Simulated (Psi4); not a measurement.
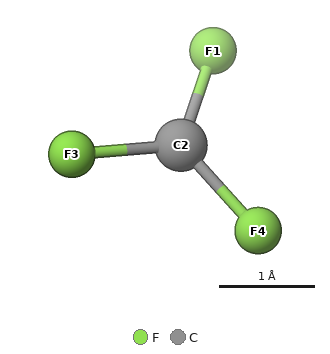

Figure 1. The structure (ball-and-stick view, seen at a tilt; atoms are numbered from 1 in the order of the input). Bond lengths as drawn: C–F 1.23 Å.

Single-point calculation of CF$_{3}$

The run: single-point calculation of CF$_{3}$, multiplicity 2. Method and program: M06-2X/cc-pVQZ, UKS (Psi4 1.11).

The geometry comes from this level: PBE0-D4/def2-TZVP.

Output:
```
Psi4 1.11 release

   => Loading Basis Set <=

    Name: CC-PVQZ
    Role: ORBITAL
    Keyword: BASIS

         ---------------------------------------------------------
                                   SCF
                              UKS Reference
                        1 Threads,   1525 MiB Core
         ---------------------------------------------------------

  ==> Geometry <==

    Molecular point group: c1
    Full point group: C1

    Geometry (in Bohr), charge = 0, multiplicity = 2:

       Center              X                  Y                   Z               Mass
    ------------   -----------------  -----------------  -----------------  -----------------
         F            1.320110635543    -0.216562610000     1.899930650000    18.998403162730
         C           -0.000052034457     0.000000000000     0.000000000000    12.000000000000
         F           -1.151840104457    -1.839459410000    -0.830345660000    18.998403162730
         F           -0.168237664457     2.056022020000    -1.069584990000    18.998403162730

  Running in c1 symmetry.

  Rotational constants: A =      0.39125  B =      0.39120  C =      0.19561 [cm^-1]
  Rotational constants: A =  11729.33358  B =  11727.96028  C =   5864.32345 [MHz]
  Nuclear repulsion =  130.092792062565593

  Charge       = 0
  Multiplicity = 2
  Electrons    = 33
  Nalpha       = 17
  Nbeta        = 16

  ==> Algorithm <==

  SCF Algorithm Type is DF.
  DIIS enabled.
  MOM disabled.
  Fractional occupation disabled.
  Guess Type is SAD.
  Energy threshold   = 1.00e-06
  Density threshold  = 1.00e-06
  Integral threshold = 1.00e-12

  ==> Primary Basis <==

  Basis Set: CC-PVQZ
    Blend: CC-PVQZ
    Number of shells: 60
    Number of basis functions: 220
    Number of Cartesian functions: 280
    Spherical Harmonics?: true
    Max angular momentum: 4

  ==> DFT Potential <==

   => LibXC <=

    Version 7.1.2

   => Composite Functional: M06-2X <=

    Deriv               =              1
    GGA                 =           TRUE
    Meta                =           TRUE

    Exchange Hybrid     =           TRUE
    MP2 Hybrid          =          FALSE

   => Exchange Functionals <=

    1.0000   XC_HYB_MGGA_X_M06_2X

   => Exact (HF) Exchange <=

    0.5400               HF

   => Correlation Functionals <=

    1.0000   XC_MGGA_C_M06_2X

   => LibXC Density Thresholds  <==

    XC_MGGA_C_M06_2X:  1.00E-12
    XC_HYB_MGGA_X_M06_2X:  1.00E-15

   => Molecular Quadrature <=

    Radial Scheme          =       TREUTLER
    Pruning Scheme         =           NONE
    Nuclear Scheme         =       TREUTLER

    Blocking Scheme        =         OCTREE
    BS radius alpha        =              1
    Pruning alpha          =              1
    Radial Points          =             99
    Spherical Points       =            590
    Total Points           =         226293
    Total Blocks           =           1700
    Max Points             =            256
    Max Functions          =            218
    Weights Tolerance      =       1.00E-15

   => Loading Basis Set <=

    Name: (CC-PVQZ AUX)
    Role: JKFIT
    Keyword: DF_BASIS_SCF

  ==> Integral Setup <==

  DFHelper Memory: AOs need 0.163 GiB; user supplied 0.163 GiB.
  SCF_SUBTYPE=INCORE selected. In-core MEM_DF algorithm will be used.
  Using in-core AOs.

  ==> MemDFJK: Density-Fitted J/K Matrices <==

    J tasked:                   Yes
    K tasked:                   Yes
    wK tasked:                   No
    Memory [MiB]:               167
    Algorithm:                 Core
    Schwarz Cutoff:           1E-12
    Mask sparsity (%):       2.2314
    Fitting Condition:        1E-10

   => Auxiliary Basis Set <=

  Basis Set: (CC-PVQZ AUX)
    Blend: CC-PVQZ-JKFIT
    Number of shells: 112
    Number of basis functions: 424
    Number of Cartesian functions: 568
    Spherical Harmonics?: true
    Max angular momentum: 5

  Cached 33.4% of DFT collocation blocks in 0.880 [GiB].

  Minimum eigenvalue in the overlap matrix is 5.6405552522E-04.
  Reciprocal condition number of the overlap matrix is 9.8137205983E-05.
    Using symmetric orthogonalization.

  ==> Pre-Iterations <==

  SCF Guess: Superposition of Atomic Densities via on-the-fly atomic UHF (no occupation information).

   -------------------------
    Irrep   Nso     Nmo
   -------------------------
     A        220     220
   -------------------------
    Total     220     220
   -------------------------

  ==> Iterations <==

                           Total Energy        Delta E     RMS |[F,P]|

   @DF-UKS iter SAD:  -337.67631012484799   -3.37676e+02   0.00000e+00
   @DF-UKS iter   1:  -337.50763397317843    1.68676e-01   1.69578e-03 DIIS/ADIIS
   @DF-UKS iter   2:  -337.51400654212591   -6.37257e-03   1.63315e-03 DIIS/ADIIS
   @DF-UKS iter   3:  -337.54485467457931   -3.08481e-02   1.02513e-04 DIIS/ADIIS
   @DF-UKS iter   4:  -337.54515477418931   -3.00100e-04   3.82974e-05 DIIS
   @DF-UKS iter   5:  -337.54520193912714   -4.71649e-05   1.33412e-05 DIIS
   @DF-UKS iter   6:  -337.54520975003334   -7.81091e-06   3.84887e-06 DIIS
   @DF-UKS iter   7:  -337.54521059505180   -8.45018e-07   6.42754e-07 DIIS
  Energy and wave function converged.

  ==> Post-Iterations <==

   Electrons on quadrature grid:
      Nalpha   =   16.9999998526 ; deviation = -1.474e-07
      Nbeta    =   15.9999998851 ; deviation = -1.149e-07
      Ntotal   =   32.9999997377 ; deviation = -2.623e-07

   @Spin Contamination Metric:   4.234831951E-03
   @S^2 Expected:                7.500000000E-01
   @S^2 Observed:                7.542348320E-01
   @S   Expected:                5.000000000E-01
   @S   Observed:                5.000000000E-01

    Orbital Energies [Eh]
    ---------------------

    Alpha Occupied:

       1A    -25.300360     2A    -25.300354     3A    -25.300339
       4A    -10.728696     5A     -1.526661     6A     -1.437747
       7A     -1.437743     8A     -0.824249     9A     -0.744732
      10A     -0.744726    11A     -0.723042    12A     -0.602418
      13A     -0.602415    14A     -0.595131    15A     -0.595125
      16A     -0.545528    17A     -0.201957

    Alpha Virtual:

      18A      0.092796    19A      0.200207    20A      0.200213
      21A      0.221590    22A      0.314229    23A      0.418169
      24A      0.418176    25A      0.448035    26A      0.496529
      27A      0.496561    28A      0.582748    29A      0.582752
      30A      0.629437    31A      0.629443    32A      0.658313
      33A      0.679260    34A      0.679292    35A      0.690767
      36A      0.740947    37A      0.927692    38A      0.927706
      39A      1.080303    40A      1.128860    41A      1.128867
      42A      1.207263    43A      1.389813    44A      1.389834
      45A      1.436613    46A      1.436649    47A      1.458550
      48A      1.523600    49A      1.597029    50A      1.597046
      51A      1.624863    52A      1.668506    53A      1.668514
      54A      1.760057    55A      1.842566    56A      1.843836
      57A      1.843877    58A      1.940958    59A      2.117950
      60A      2.117965    61A      2.148358    62A      2.148404
      63A      2.248309    64A      2.291072    65A      2.392628
      66A      2.392631    67A      2.405883    68A      2.405906
      69A      2.497406    70A      2.598695    71A      2.598746
      72A      3.129037    73A      3.246644    74A      3.248268
      75A      3.248286    76A      3.378560    77A      3.378662
      78A      3.646357    79A      3.807682    80A      3.807704
      81A      3.942289    82A      3.951926    83A      4.058561
      84A      4.058602    85A      4.100147    86A      4.100157
      87A      4.114261    88A      4.150194    89A      4.386907
      90A      4.426763    91A      4.426805    92A      4.448683
      93A      4.572416    94A      4.572478    95A      4.582563
      96A      4.582584    97A      4.698353    98A      4.698391
      99A      4.794870   100A      4.794922   101A      4.865666
     102A      4.918383   103A      5.019675   104A      5.019775
     105A      5.020502   106A      5.206316   107A      5.218857
     108A      5.218900   109A      5.258915   110A      5.281982
     111A      5.282023   112A      5.366027   113A      5.425970
     114A      5.426076   115A      5.444122   116A      5.444170
     117A      5.536932   118A      5.644847   119A      5.670182
     120A      5.670197   121A      5.679679   122A      5.706499
     123A      5.706515   124A      5.911631   125A      5.911672
     126A      6.087353   127A      6.100604   128A      6.127747
     129A      6.127781   130A      6.157025   131A      6.157051
     132A      6.454511   133A      6.911642   134A      7.332086
     135A      7.357476   136A      7.357545   137A      7.368611
     138A      7.467232   139A      7.467286   140A      7.845897
     141A      7.877941   142A      7.878138   143A      8.972403
     144A      8.972494   145A     11.265844   146A     11.265903
     147A     11.279841   148A     11.279909   149A     11.279977
     150A     11.281234   151A     11.283656   152A     11.283707
     153A     11.288344   154A     11.386743   155A     11.386819
     156A     11.409994   157A     11.556206   158A     11.556279
     159A     11.582579   160A     11.582672   161A     11.807527
     162A     12.003814   163A     12.007866   164A     12.007950
     165A     12.061629   166A     12.061731   167A     12.252214
     168A     12.379984   169A     12.606511   170A     12.643098
     171A     12.643157   172A     12.653566   173A     12.653649
     174A     12.716920   175A     13.005059   176A     13.012103
     177A     13.012146   178A     13.639354   179A     13.705374
     180A     13.705440   181A     14.395064   182A     14.395133
     183A     14.438495   184A     14.455129   185A     14.455177
     186A     14.463158   187A     14.735961   188A     14.736033
     189A     14.782679   190A     14.827512   191A     14.827623
     192A     15.015809   193A     15.193996   194A     15.264326
     195A     15.506188   196A     15.506248   197A     15.585156
     198A     15.585250   199A     15.648550   200A     15.718368
     201A     15.758430   202A     15.764199   203A     15.764280
     204A     15.793942   205A     15.794048   206A     15.857458
     207A     15.857542   208A     16.146534   209A     16.146576
     210A     16.198086   211A     16.273331   212A     16.606031
     213A     16.715536   214A     16.715810   215A     16.977149
     216A     16.977199   217A     24.294199   218A     53.377485
     219A     53.407684   220A     53.407740

    Beta Occupied:

       1A    -25.296561     2A    -25.296555     3A    -25.296532
       4A    -10.716823     5A     -1.512960     6A     -1.428585
       7A     -1.428580     8A     -0.801812     9A     -0.735797
      10A     -0.735791    11A     -0.675065    12A     -0.593203
      13A     -0.593196    14A     -0.565402    15A     -0.565399
      16A     -0.542498

    Beta Virtual:

      17A      0.080233    18A      0.098313    19A      0.197724
      20A      0.197731    21A      0.206705    22A      0.349970
      23A      0.430450    24A      0.430454    25A      0.444600
      26A      0.507063    27A      0.507098    28A      0.586710
      29A      0.586716    30A      0.631842    31A      0.631851
      32A      0.647758    33A      0.678793    34A      0.678822
      35A      0.691779    36A      0.731332    37A      0.930705
      38A      0.930716    39A      1.083034    40A      1.128410
      41A      1.128415    42A      1.263086    43A      1.400199
      44A      1.400222    45A      1.448066    46A      1.448105
      47A      1.459570    48A      1.509404    49A      1.598538
      50A      1.598553    51A      1.642602    52A      1.673743
      53A      1.673750    54A      1.763667    55A      1.843745
      56A      1.848813    57A      1.848849    58A      1.959165
      59A      2.126414    60A      2.126431    61A      2.163855
      62A      2.163887    63A      2.246087    64A      2.311617
      65A      2.406496    66A      2.406536    67A      2.407640
      68A      2.407647    69A      2.500415    70A      2.616919
      71A      2.616976    72A      3.168095    73A      3.254996
      74A      3.255532    75A      3.255550    76A      3.382144
      77A      3.382246    78A      3.651193    79A      3.816005
      80A      3.816027    81A      3.951766    82A      3.955927
      83A      4.063641    84A      4.063671    85A      4.102863
      86A      4.102869    87A      4.114759    88A      4.180481
      89A      4.393649    90A      4.432768    91A      4.432796
      92A      4.461086    93A      4.577297    94A      4.577365
      95A      4.608876    96A      4.608896    97A      4.709336
      98A      4.709367    99A      4.800469   100A      4.800505
     101A      4.876524   102A      4.954863   103A      5.020779
     104A      5.020880   105A      5.026088   106A      5.226341
     107A      5.226383   108A      5.236247   109A      5.268813
     110A      5.323874   111A      5.323913   112A      5.376804
     113A      5.435339   114A      5.435414   115A      5.461906
     116A      5.461946   117A      5.571925   118A      5.644727
     119A      5.704793   120A      5.704799   121A      5.753983
     122A      5.753996   123A      5.768824   124A      5.974989
     125A      5.975016   126A      6.111955   127A      6.121690
     128A      6.133722   129A      6.133764   130A      6.262211
     131A      6.262239   132A      6.488904   133A      6.994608
     134A      7.375685   135A      7.391996   136A      7.392061
     137A      7.441271   138A      7.555795   139A      7.555844
     140A      7.910989   141A      7.911187   142A      7.922879
     143A      8.996776   144A      8.996869   145A     11.260991
     146A     11.261033   147A     11.278273   148A     11.278322
     149A     11.278353   150A     11.279354   151A     11.281431
     152A     11.281458   153A     11.283086   154A     11.382928
     155A     11.382987   156A     11.406987   157A     11.552095
     158A     11.552165   159A     11.579440   160A     11.579507
     161A     11.802576   162A     12.005732   163A     12.015389
     164A     12.015456   165A     12.064164   166A     12.064261
     167A     12.263918   168A     12.376028   169A     12.615279
     170A     12.641804   171A     12.641866   172A     12.669201
     173A     12.669244   174A     12.734049   175A     13.003239
     176A     13.014048   177A     13.014103   178A     13.634304
     179A     13.700854   180A     13.700934   181A     14.397490
     182A     14.397525   183A     14.442548   184A     14.457998
     185A     14.458045   186A     14.465342   187A     14.733173
     188A     14.733219   189A     14.783045   190A     14.825565
     191A     14.825681   192A     15.014512   193A     15.189901
     194A     15.269855   195A     15.508516   196A     15.508570
     197A     15.582770   198A     15.582862   199A     15.642501
     200A     15.728045   201A     15.766871   202A     15.772432
     203A     15.772480   204A     15.788468   205A     15.788575
     206A     15.862562   207A     15.862646   208A     16.155611
     209A     16.155649   210A     16.205663   211A     16.278410
     212A     16.608525   213A     16.720403   214A     16.720673
     215A     16.984559   216A     16.984611   217A     24.316240
     218A     53.381454   219A     53.412096   220A     53.412155

    Final Occupation by Irrep:
              A
    DOCC [    16 ]
    SOCC [     1 ]
    NA   [    17 ]
    NB   [    16 ]

  @DF-UKS Final Energy:  -337.54521059505180

   => Energetics <=

    Nuclear Repulsion Energy =            130.0927920625655929
    One-Electron Energy =                -726.6382355528484140
    Two-Electron Energy =                 276.6834886221646457
    DFT Exchange-Correlation Energy =     -17.6832557269335879
    Empirical Dispersion Energy =           0.0000000000000000
    VV10 Nonlocal Energy =                  0.0000000000000000
    Total Energy =                       -337.5452105950517989

  UHF NO Occupations:
  HONO-2 :   15  A 1.9995079
  HONO-1 :   16  A 1.9991520
  HONO-0 :   17  A 1.0000000
  LUNO+0 :   18  A 0.0008480
  LUNO+1 :   19  A 0.0004921
  LUNO+2 :   20  A 0.0002300
  LUNO+3 :   21  A 0.0002300

Computation Completed

Properties will be evaluated at   0.000000,   0.000000,   0.000000 [a0]

Properties computed using the SCF density matrix

 Multipole Moments:

 ------------------------------------------------------------------------------------
     Multipole            Electronic (a.u.)      Nuclear  (a.u.)        Total (a.u.)
 ------------------------------------------------------------------------------------

 L = 1.  Multiply by 2.5417464519 to convert [e a0] to [Debye]
 Dipole X            :          0.0000518           -0.0000164            0.0000354
 Dipole Y            :         -0.0000034            0.0000000           -0.0000034
 Dipole Z            :         -0.0000393            0.0000000           -0.0000393
 Magnitude           :                                                    0.0000530

 ------------------------------------------------------------------------------------

	total time  =         81 seconds =       1.35 minutes

    Psi4 run time: 0:01:21.90
```

The run was set up as follows.

Input file (job.dat):
```
memory 1600 MB

molecule m {
  0 2
  F      1.32016267    -0.21656261     1.89993065
  C      0.00000000     0.00000000     0.00000000
  F     -1.15178807    -1.83945941    -0.83034566
  F     -0.16818563     2.05602202    -1.06958499
  units au
  symmetry c1
}

set {
  reference uks
  puream true
  scf_type df
  dft_radial_points 99
  dft_spherical_points 590
  maxiter 100
}

E, wfn = energy('m06-2x/cc-pVQZ', return_wfn=True)
```

Launch command:
```bash
psi4 -i job.dat -o job.out -n 1
```

Summary:

```tsv
quantity	value
outcome	converged
total energy	−337.545211 hartree
basis functions	220
⟨S²⟩	0.754
dipole moment	0.00 D
hardware	1 thread of AMD EPYC (Zen 2), 12 GiB of memory available, shared host
wall time	83 s
peak memory	1.3 GiB
```
